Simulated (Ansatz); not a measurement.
CH6FGe2N: geometry relaxation (part 2 of 2)

Continued. System: CH6FGe2N, SMILES N[C]1(F)[GeH2][GeH2]1. Method: RKS PBE0/def2-SVP (Ansatz 0.2.0). It belongs to a series of runs on one base structure; here: end point A relaxed.

Geometry of the input (Å):
```
N  0.0945  1.6578  0.2857
C  -0.4940  0.4706  -0.3023
F  -1.6991  0.6457  -1.0212
Ge -0.4046  -1.0216  0.8721
Ge 0.8131  -0.6085  -1.2104
H  0.9108  1.5025  0.8198
H  -0.6332  2.0663  0.9585
H  -1.5348  -2.0841  0.6210
H  0.4357  -0.9017  2.1672
H  2.2972  -0.3011  -0.8353
H  0.2798  -1.4830  -2.3346
```

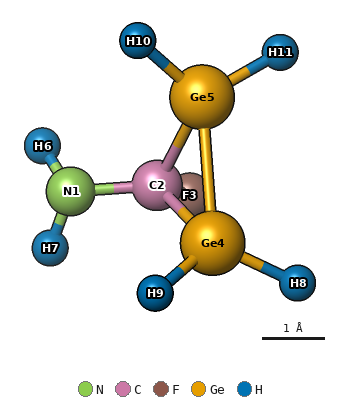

**Figure 1.** The geometry at step 10 of the log (ball-and-stick view, seen at a tilt; atoms are numbered from 1 in the order of the input).

Trajectory as extended XYZ, continued
```
11
Properties=species:S:1:pos:R:3:forces:R:3 step=2 energy=-118338.03427
N     0.0489    1.7381    0.2637   -1.1769  -0.3253   0.4823
C    -0.4668    0.4894   -0.2525   -0.5114   1.5999  -0.5175
F    -1.6384    0.7215   -0.9648    0.5113   0.0184   0.3451
Ge   -0.4515   -1.1418    0.8385    0.2968  -0.7410   0.2542
Ge    0.8363   -0.6764   -1.1496    0.5813  -0.5961   0.3240
H     0.9543    1.6186    0.7138    0.0598  -0.0309  -0.1673
H    -0.6027    2.0656    1.0091    0.6008  -0.1655  -0.5315
H    -1.5750   -2.1910    0.7509    0.0364   0.1462   0.1047
H     0.2495   -0.9515    2.1966   -0.1704  -0.0448   0.0040
H     2.3227   -0.2543   -1.0120   -0.2741  -0.0844  -0.1871
H     0.3880   -1.4753   -2.3732    0.0465   0.2236  -0.1107
11
Properties=species:S:1:pos:R:3:forces:R:3 step=3 energy=-118338.15352
N     0.0084    1.7235    0.2416   -0.1843   0.2869   0.2959
C    -0.5120    0.5274   -0.2866    0.7321  -1.0715   0.3903
F    -1.6735    0.7114   -0.9644   -0.0592   0.1681  -0.1534
Ge   -0.4248   -1.1999    0.8665   -0.4604   0.3886  -0.0994
Ge    0.8629   -0.7459   -1.0725   -0.2120   0.3227  -0.1550
H     0.9848    1.6215    0.5162   -0.1668   0.1861  -0.1412
H    -0.5292    2.0422    1.0537    0.1900   0.0009  -0.0966
H    -1.5961   -2.1927    0.8229    0.0682  -0.1018   0.0152
H     0.1733   -0.9943    2.2704    0.0451  -0.0431  -0.0502
H     2.3185   -0.2464   -0.9877   -0.0094  -0.0378  -0.0377
H     0.4532   -1.3042   -2.4395    0.0569  -0.0991   0.0321
11
Properties=species:S:1:pos:R:3:forces:R:3 step=4 energy=-118338.21463
N    -0.0114    1.7457    0.2591    0.0808  -0.2424   0.2302
C    -0.4848    0.5168   -0.2636    0.2132  -0.0264   0.1493
F    -1.6404    0.7057   -0.9642   -0.1521   0.0099  -0.1889
Ge   -0.4590   -1.1844    0.8598   -0.0395   0.0719   0.0227
Ge    0.8604   -0.7359   -1.0793    0.0075  -0.0022  -0.0331
H     0.9821    1.7097    0.4885   -0.2034   0.1403  -0.1354
H    -0.5274    2.0212    1.0973    0.1034   0.0400  -0.0572
H    -1.6030   -2.2077    0.8158    0.0008   0.0016  -0.0218
H     0.1606   -1.0104    2.2578    0.0168  -0.0144  -0.0251
H     2.3276   -0.2717   -1.0219   -0.0068  -0.0154   0.0151
H     0.4607   -1.3461   -2.4288   -0.0208   0.0369   0.0442
11
Properties=species:S:1:pos:R:3:forces:R:3 step=5 energy=-118338.24554
N    -0.0536    1.7448    0.2880    0.4821  -0.0383   0.3551
C    -0.4900    0.5217   -0.2458   -0.0747  -0.1431  -0.1971
F    -1.6194    0.6756   -1.0319    0.0837  -0.0703   0.2090
Ge   -0.4807   -1.1852    0.8687   -0.0072   0.0587  -0.1316
Ge    0.8603   -0.7333   -1.0556   -0.0451  -0.0249   0.0506
H     0.9644    1.8310    0.3304   -0.3983   0.1275  -0.1282
H    -0.4470    1.9829    1.2012    0.0204  -0.0641  -0.2105
H    -1.6382   -2.1907    0.8023    0.0038   0.0100  -0.0226
H     0.1752   -1.0800    2.2550   -0.0462   0.0733   0.0099
H     2.3263   -0.2700   -0.9899    0.0080  -0.0166   0.0397
H     0.4682   -1.3539   -2.4019   -0.0265   0.0879   0.0259
11
Properties=species:S:1:pos:R:3:forces:R:3 step=6 energy=-118338.24594
N    -0.0764    1.7380    0.3067    1.5337   0.1934   0.4387
C    -0.4792    0.5133   -0.2389   -0.2768  -0.1109  -0.0044
F    -1.6288    0.6335   -1.0111    0.1211  -0.0352   0.0406
Ge   -0.4940   -1.1923    0.8627    0.0841   0.0711  -0.0328
Ge    0.8714   -0.7412   -1.0398   -0.0674   0.0029  -0.0229
H     0.9439    1.9509    0.1768   -1.5209  -0.1264   0.1836
H    -0.3635    1.9196    1.2798    0.1580  -0.0968  -0.6191
H    -1.6613   -2.1836    0.7758    0.0042   0.0435  -0.0339
H     0.1371   -1.0816    2.2599   -0.0279   0.0303   0.0089
H     2.3396   -0.2874   -0.9516   -0.0129  -0.0106   0.0305
H     0.4766   -1.3264   -2.3999    0.0049   0.0386   0.0108
11
Properties=species:S:1:pos:R:3:forces:R:3 step=7 energy=-118338.32286
N    -0.0151    1.6731    0.3643    0.1557  -0.2160   0.0403
C    -0.4610    0.4895   -0.2124    0.1141  -0.0913   0.0505
F    -1.6122    0.6203   -0.9786   -0.1409   0.1116  -0.1292
Ge   -0.4788   -1.2248    0.8580    0.0441   0.2270   0.0645
Ge    0.8697   -0.7675   -1.0483    0.0423   0.2194   0.0925
H     0.8581    2.0985    0.0727   -0.2033  -0.0694  -0.0928
H    -0.3000    1.9107    1.3061   -0.0329  -0.0177  -0.0102
H    -1.6747   -2.1728    0.7300   -0.0187   0.0144  -0.0086
H     0.0708   -1.0631    2.2845    0.0291  -0.0902  -0.0174
H     2.3263   -0.2843   -0.9397    0.0157  -0.0843  -0.0103
H     0.4823   -1.3367   -2.4163   -0.0051  -0.0036   0.0207
11
Properties=species:S:1:pos:R:3:forces:R:3 step=8 energy=-118338.40476
N     0.0617    1.5872    0.4316    0.4511   0.0585   0.2758
C    -0.4516    0.4776   -0.2001   -0.0231   0.0027  -0.0132
F    -1.6030    0.6808   -0.9610   -0.0343   0.0286  -0.0642
Ge   -0.4682   -1.2262    0.8592   -0.0217  -0.0211   0.0594
Ge    0.8794   -0.7619   -1.0430    0.0475  -0.0035  -0.0025
H     0.7426    2.1941   -0.0060   -0.1570   0.0071  -0.2264
H    -0.3459    1.9581    1.2789   -0.1873  -0.0638   0.0144
H    -1.6858   -2.1438    0.7070    0.0034  -0.0086   0.0043
H     0.0996   -1.1278    2.2842   -0.0440  -0.0065  -0.0355
H     2.3555   -0.3481   -0.9288   -0.0331   0.0048  -0.0238
H     0.4810   -1.3471   -2.4015   -0.0014   0.0017   0.0117
11
Properties=species:S:1:pos:R:3:forces:R:3 step=9 energy=-118338.47376
N     0.1487    1.5474    0.4891    0.1725  -0.6027  -0.0721
C    -0.4453    0.4844   -0.1966    0.0164   0.2606   0.0852
F    -1.5813    0.8065   -0.9351    0.1019  -0.1062   0.0476
Ge   -0.4742   -1.2304    0.8614    0.0787   0.0587   0.0459
Ge    0.8787   -0.7704   -1.0409    0.0757   0.0552   0.0494
H     0.6644    2.2227   -0.0605   -0.0830   0.1575  -0.1211
H    -0.3800    1.9606    1.2453   -0.1550   0.1149   0.0744
H    -1.6477   -2.1998    0.7016   -0.0853   0.0282  -0.0481
H     0.0584   -1.1385    2.2998   -0.0251   0.0195  -0.0411
H     2.3546   -0.3488   -0.9577   -0.0438   0.0069  -0.0099
H     0.4890   -1.3908   -2.3859   -0.0530   0.0074  -0.0101
11
Properties=species:S:1:pos:R:3:forces:R:3 step=10 energy=-118338.43749 accepted=F
N     0.2371    1.4887    0.5348   -0.0416   1.6672  -1.0047
C    -0.4105    0.4755   -0.1864    0.0701  -0.3796   0.1562
F    -1.5402    0.8554   -0.8828   -0.0166   0.0535  -0.0707
Ge   -0.4622   -1.2309    0.8660    0.0297  -0.0742   0.0202
Ge    0.9040   -0.7778   -1.0337   -0.0198  -0.0132  -0.0697
H     0.5273    2.2684   -0.1297   -0.2770  -1.1363   1.1117
H    -0.3990    1.9134    1.2233    0.2759  -0.1325  -0.1288
H    -1.6629   -2.1656    0.6593    0.0134   0.0521  -0.0097
H     0.0261   -1.1280    2.3166   -0.0175  -0.0238  -0.0054
H     2.3756   -0.3453   -0.9843   -0.0218  -0.0130  -0.0062
H     0.4702   -1.4106   -2.3626    0.0052  -0.0001   0.0070
11
Properties=species:S:1:pos:R:3:forces:R:3 step=11 energy=-118338.49107
N     0.1797    1.5119    0.4930    0.0356   0.0341   0.0062
C    -0.4304    0.4685   -0.2007    0.0649  -0.0697   0.0827
F    -1.5696    0.7776   -0.9351    0.0885   0.0587   0.0623
Ge   -0.4588   -1.2259    0.8683   -0.0563  -0.0614  -0.0365
Ge    0.9028   -0.7670   -1.0330   -0.0845  -0.0635  -0.1163
H     0.6024    2.2387   -0.0793   -0.0672   0.0251  -0.0244
H    -0.3634    1.9048    1.2555   -0.0671   0.0925   0.0127
H    -1.6859   -2.1316    0.6848    0.0613   0.0062  -0.0172
H     0.0467   -1.1278    2.3124   -0.0162   0.0122   0.0141
H     2.3681   -0.3201   -0.9758    0.0123  -0.0093   0.0045
H     0.4737   -1.3862   -2.3695    0.0286  -0.0249   0.0120
11
Properties=species:S:1:pos:R:3:forces:R:3 step=12 energy=-118338.49686
N     0.1926    1.5209    0.5058    0.0036   0.0154   0.0025
C    -0.4179    0.4697   -0.1843   -0.0567   0.2651   0.0493
F    -1.5541    0.7985   -0.9100   -0.0362   0.0200  -0.0221
Ge   -0.4579   -1.2217    0.8694    0.0842  -0.1809   0.0276
Ge    0.8940   -0.7571   -1.0419    0.1226  -0.1990  -0.0038
H     0.5775    2.2510   -0.0905   -0.0376  -0.0021   0.0065
H    -0.3766    1.9270    1.2460   -0.0037   0.0070  -0.0342
H    -1.6579   -2.1487    0.6481   -0.0281   0.0244   0.0044
H     0.0316   -1.1369    2.3200   -0.0203   0.0063  -0.0006
H     2.3695   -0.3426   -0.9854   -0.0139   0.0148  -0.0122
H     0.4647   -1.4173   -2.3566   -0.0139   0.0290  -0.0174
11
Properties=species:S:1:pos:R:3:forces:R:3 step=13 energy=-118338.50205
N     0.1967    1.5270    0.5097   -0.0059   0.0157  -0.0158
C    -0.4087    0.4697   -0.1773    0.0244   0.0768   0.0366
F    -1.5441    0.7991   -0.9048   -0.0254  -0.0196  -0.0133
Ge   -0.4466   -1.2374    0.8707   -0.0212  -0.0070   0.0047
Ge    0.9025   -0.7758   -1.0375    0.0145  -0.0007  -0.0236
H     0.5602    2.2614   -0.0961   -0.0168  -0.0281   0.0105
H    -0.3865    1.9364    1.2378    0.0033  -0.0140  -0.0194
H    -1.6681   -2.1383    0.6509    0.0040   0.0076  -0.0001
H     0.0248   -1.1467    2.3266    0.0118  -0.0183   0.0054
H     2.3733   -0.3456   -0.9953    0.0135  -0.0176   0.0051
H     0.4622   -1.4069   -2.3643   -0.0021   0.0053   0.0099
11
Properties=species:S:1:pos:R:3:forces:R:3 step=14 energy=-118338.50319
N     0.1885    1.5458    0.5062   -0.0135   0.0408  -0.0016
C    -0.4029    0.4752   -0.1703    0.0524   0.0465   0.0454
F    -1.5441    0.7805   -0.9034    0.0180  -0.0115   0.0105
Ge   -0.4426   -1.2376    0.8730   -0.0259  -0.0232  -0.0162
Ge    0.9066   -0.7751   -1.0338   -0.0186  -0.0235  -0.0289
H     0.5432    2.2799   -0.1048   -0.0064  -0.0390  -0.0116
H    -0.3997    1.9583    1.2286   -0.0067  -0.0372  -0.0111
H    -1.6770   -2.1198    0.6468    0.0121   0.0086   0.0096
H     0.0497   -1.1890    2.3248   -0.0068   0.0167  -0.0100
H     2.3891   -0.3852   -0.9820   -0.0153   0.0127   0.0025
H     0.4547   -1.3901   -2.3645    0.0107   0.0090   0.0115
11
Properties=species:S:1:pos:R:3:forces:R:3 step=15 energy=-118338.50378
N     0.1900    1.5468    0.5073   -0.0115  -0.0023  -0.0005
C    -0.3984    0.4751   -0.1680    0.0278  -0.0081   0.0262
F    -1.5408    0.7766   -0.9006   -0.0052   0.0089  -0.0090
Ge   -0.4436   -1.2397    0.8715   -0.0049  -0.0010   0.0022
Ge    0.9064   -0.7773   -1.0353   -0.0074  -0.0008  -0.0077
H     0.5422    2.2790   -0.1062    0.0037  -0.0015  -0.0143
H    -0.4011    1.9563    1.2283   -0.0068  -0.0102   0.0014
H    -1.6803   -2.1187    0.6497    0.0041   0.0064   0.0029
H     0.0480   -1.1849    2.3231    0.0013   0.0026  -0.0058
H     2.3872   -0.3824   -0.9816   -0.0059  -0.0003   0.0024
H     0.4557   -1.3879   -2.3676    0.0049   0.0064   0.0022
11
Properties=species:S:1:pos:R:3:forces:R:3 step=16 energy=-118338.50393
N     0.1889    1.5483    0.5076   -0.0048  -0.0021  -0.0040
C    -0.3959    0.4742   -0.1662    0.0096   0.0046   0.0078
F    -1.5380    0.7744   -0.9014   -0.0060  -0.0014  -0.0046
Ge   -0.4436   -1.2407    0.8713   -0.0057  -0.0037   0.0025
Ge    0.9057   -0.7787   -1.0357    0.0012  -0.0012  -0.0073
H     0.5393    2.2790   -0.1095   -0.0092  -0.0028   0.0163
H    -0.4063    1.9554    1.2271    0.0120   0.0046  -0.0136
H    -1.6849   -2.1136    0.6548   -0.0001   0.0004   0.0025
H     0.0561   -1.1870    2.3197    0.0004   0.0004   0.0008
H     2.3871   -0.3883   -0.9749    0.0003   0.0001   0.0001
H     0.4569   -1.3802   -2.3722    0.0024   0.0013  -0.0005
11
Properties=species:S:1:pos:R:3:forces:R:3 step=17 energy=-118338.50396
N     0.1883    1.5486    0.5073    0.0015   0.0063   0.0028
C    -0.3953    0.4741   -0.1658   -0.0033  -0.0053  -0.0039
F    -1.5379    0.7729   -0.9018    0.0022  -0.0021   0.0012
Ge   -0.4447   -1.2415    0.8714    0.0074   0.0023  -0.0085
Ge    0.9055   -0.7791   -1.0370   -0.0054  -0.0021   0.0096
H     0.5380    2.2799   -0.1091   -0.0007  -0.0018   0.0013
H    -0.4066    1.9566    1.2261    0.0013  -0.0010  -0.0015
H    -1.6880   -2.1127    0.6596    0.0006   0.0020  -0.0013
H     0.0587   -1.1882    2.3188    0.0000   0.0006  -0.0022
H     2.3875   -0.3906   -0.9727   -0.0022  -0.0001   0.0009
H     0.4599   -1.3771   -2.3762   -0.0014   0.0012   0.0016
```

Results in brief

- outcome: converged
- total energy: −118338.5040 eV
- mean-field energy: −118338.5040 eV
- largest force (length of the vector) at the end: 0.012 eV/Å
- hardware: 2 threads of Intel Xeon (Granite Rapids), 16 GiB of memory available, shared host
- wall time: 57 s (CPU time 1.8 min)
- peak memory: 0.42 GiB
